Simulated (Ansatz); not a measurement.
The parent structure is CdSe in the zinc blende structure (space group F-43m, No. 216; a = 6.133 Å). Axes: x, y, z lie along the cube axes.

One thing is altered: the cell is stretched by 1.50 % along z with no lateral relaxation, atoms relaxed at fixed cell.

All numbers come from r2SCAN (Ansatz, a first-principles code), no spin-orbit coupling.

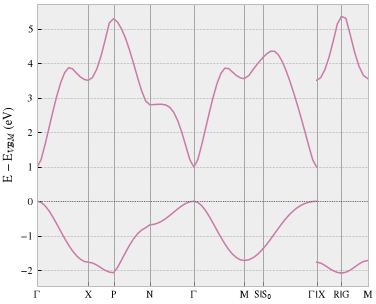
Figure. Highest valence and lowest conduction band along the path of the changed cell's own zone

Q: Read the changed gap and its character from the plot.

A: About 1.0 eV, direct at Γ.

The cells carry an imposed strain or load. No phonon test of stability was made. k-point labels follow each cell's own Brillouin zone.
